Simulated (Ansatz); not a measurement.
Structure (in its standard cell), the end point of a relaxation with Ansatz, DFT, PAW plane waves, r2scan; the starting structure was generated, so it need not be a known form of this composition:

```cif
data_structure
_symmetry_space_group_name_H-M 'Pmmn:1'
_symmetry_Int_Tables_number 59
_cell_length_a 4.7869
_cell_length_b 5.6484
_cell_length_c 4.9812
_cell_angle_alpha 90.000
_cell_angle_beta 90.000
_cell_angle_gamma 90.000
_cell_volume 134.68
loop_
_atom_site_label
_atom_site_type_symbol
_atom_site_symmetry_multiplicity
_atom_site_Wyckoff_symbol
_atom_site_fract_x
_atom_site_fract_y
_atom_site_fract_z
_atom_site_occupancy
W1 W 4 e 0.00000 0.74877 0.33018 1
W2 W 2 b 0.50000 0.00000 0.18142 1
Sb1 Sb 2 a 0.00000 0.00000 0.83639 1
```

What does the kinematic electron diffraction pattern along [101] look like at 100 kV (B = 0.8 Å²)?

Answer. The spots form a centred rectangular net with both shortest vectors at d = 2.19 Å, 78.6° apart. They are 1 2 -1 and -1 2 1. The pattern has symmetry 2mm. A screw axis and a glide plane both extinguish reflections such as 0 1 0, 0 3 0, 0 5 0; reflections such as 1 0 -1, 1 -1 -1, 1 1 -1 are allowed but too weak to see at this display level.

Strongest reflections with d > 1.08 Å, one of each family (|F|² from tabulated Gaussian fits of the electron scattering factors, times a small damping for the curvature of the Ewald sphere):

```csv
hkl,d (Å),I (strongest = 100)
1 2 -1,2.186,100
0 4 0,1.412,51
2 0 -2,1.726,24
2 4 -2,1.093,8
```

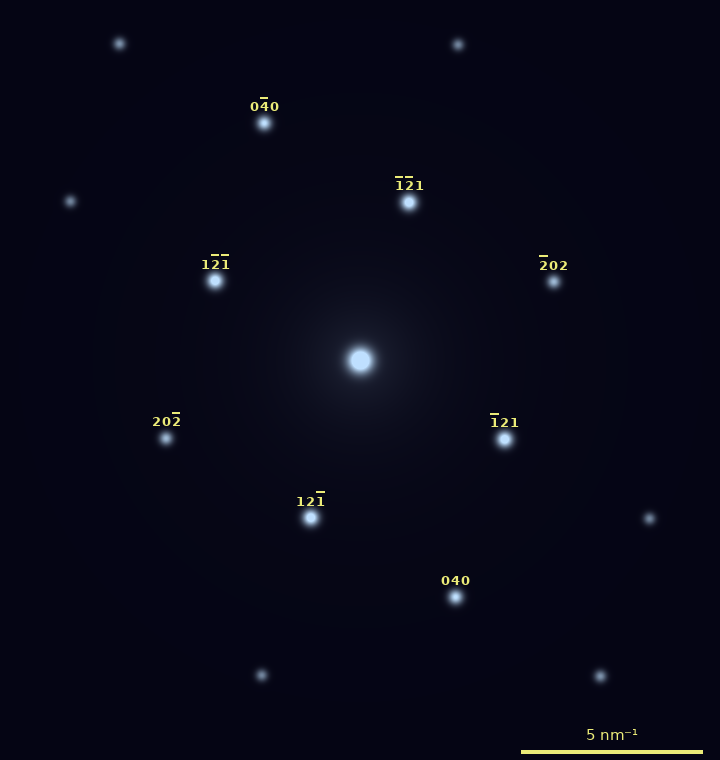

Calculated pattern, seen from the source side with [101] pointing towards the source.
